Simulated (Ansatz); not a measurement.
# ClF$_{2}$H$_{4}$OSi$_{2}$ (SMILES F[SiH](F)[OH+][SiH2]Cl) (charge +1): what the fields show

Input file:

```
crystal:
  periodic: [false, false, false]
  atoms:
    - {symbol: Cl, position_ang: [1.723546, 0.343940, -1.532646]}
    - {symbol: F, position_ang: [-0.512387, -2.198569, 1.078327]}
    - {symbol: F, position_ang: [-1.242634, 0.313266, 0.517042]}
    - {symbol: O, position_ang: [1.107042, -0.116224, 1.465298]}
    - {symbol: Si, position_ang: [-0.589771, -0.686351, 1.585012]}
    - {symbol: Si, position_ang: [1.785876, 1.180676, 0.307594]}
    - {symbol: H, position_ang: [-1.043863, -0.526149, 2.975728]}
    - {symbol: H, position_ang: [1.792253, -0.684970, 1.887919]}
    - {symbol: H, position_ang: [3.153683, 1.295663, 0.877217]}
    - {symbol: H, position_ang: [0.821332, 2.287364, 0.517527]}
basis:
  gaussian:
    orbitals: def2-SVPD
total_charge: 1
hamiltonian:
  xc: pbe0
output:
  forces: true
  orbitals: {seedname: orbitals}
```

Command:

```sh
ansatz run input.yaml --threads 2 --pin off --max-ram 4350MiB --events-out events.jsonl --progress --plain --runs-dir runs
```

Geometry: PBE-D3(BJ)/def2-SVP.

Computed with isolated molecule in a Gaussian basis; Kohn-Sham density functional theory, functional PBE0 in Ansatz 0.2.0.

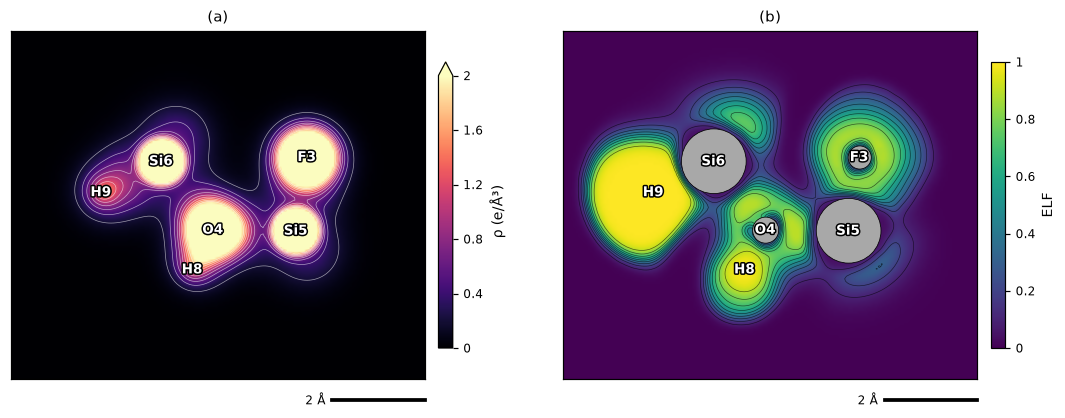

Figure 1. (a) total electron density; (b) ELF on the plane of atoms F3, Si5 and O4. Grey discs cover the atomic cores in the ELF map.

Describe what can be read from this map.

Answer.
- The section cuts through F, O, Si and H sites.
- Si–F (1.60 Å): the density is about 1.1 e/Å³ at the midpoint; the ELF peaks at about 0.85 in the valence shell of F, 0.6 Å from its nucleus, and is about 0.45 at the midpoint.
- Si–O (1.79 Å): ρ at the midpoint is about 0.79 e/Å³; the ELF peaks at about 0.90 between the atoms (a shared but strongly polarised pair).
- O–H (0.99 Å): ρ at the midpoint is about 3.6 e/Å³; the ELF climbs to about 1 towards the hydrogen, as it does in any bond to H: an ordinary covalent bond to hydrogen.
- Si–O (1.87 Å): ρ at the midpoint is about 0.66 e/Å³; the ELF peaks at about 0.90 between the atoms; a polar covalent bond.
- Si–H (1.49 Å): ρ at the midpoint is about 0.82 e/Å³; the ELF climbs to about 1 towards the hydrogen.
- The ELF also peaks beside F3, away from the bonds: lone-pair regions.

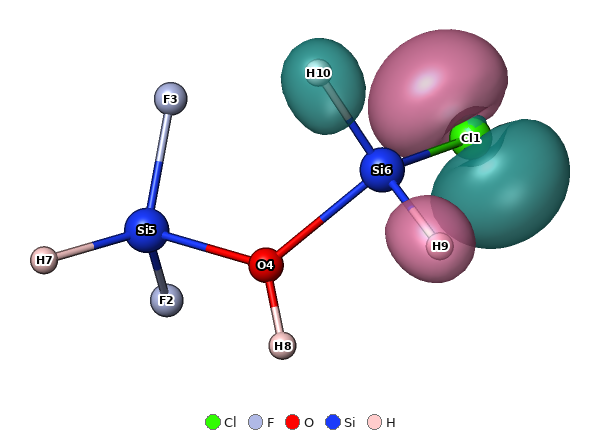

Figure 2. The HOMO at ±0.2 Å⁻³ᐟ² (teal and pink are the two phases), seen at a tilt.

What is the character of this orbital?

Answer. It lies mainly on Cl1 (about 70 %), Si6 (about 15 %), H9 (about 5 %) and H10 (about 5 %); largely a lone pair of Cl1. Its energy is −14.05 eV.

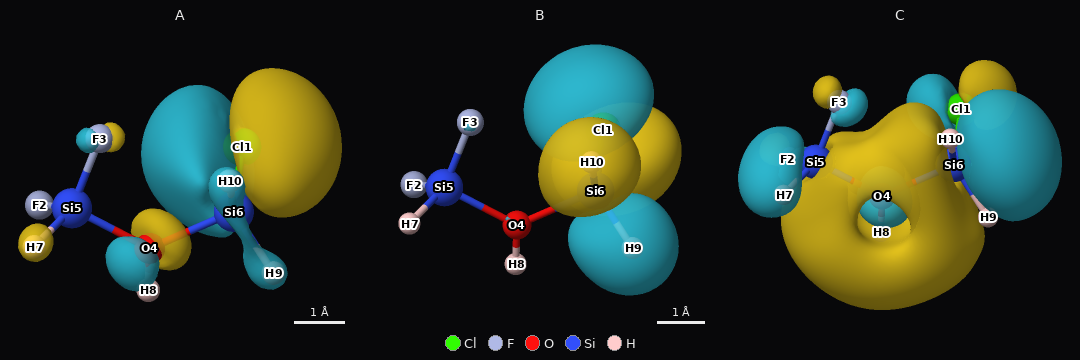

Figure 3. Three frontier orbitals at ±0.06 Å⁻³ᐟ² (yellow and cyan are the two phases), in no order.

Which picture is the HOMO−1, the HOMO and the LUMO?

Answer. A is the HOMO−1 (−14.49 eV). By Hirshfeld shares it lies mainly on Cl1 (about 85 %); largely a lone pair of Cl1. B is the HOMO (−14.05 eV). Its weight (Hirshfeld) is mainly on Cl1 (about 70 %), Si6 (about 15 %), H9 (about 5 %) and H10 (about 5 %); largely a lone pair of Cl1. C is the LUMO (−5.99 eV). Its weight (Hirshfeld) is mainly on Si6 (about 35 %), H8 (about 15 %), Si5 (about 15 %), O4 (about 10 %) and Cl1 (about 5 %).

What is the HOMO–LUMO gap?

Answer. 8.06 eV between the orbital energies.
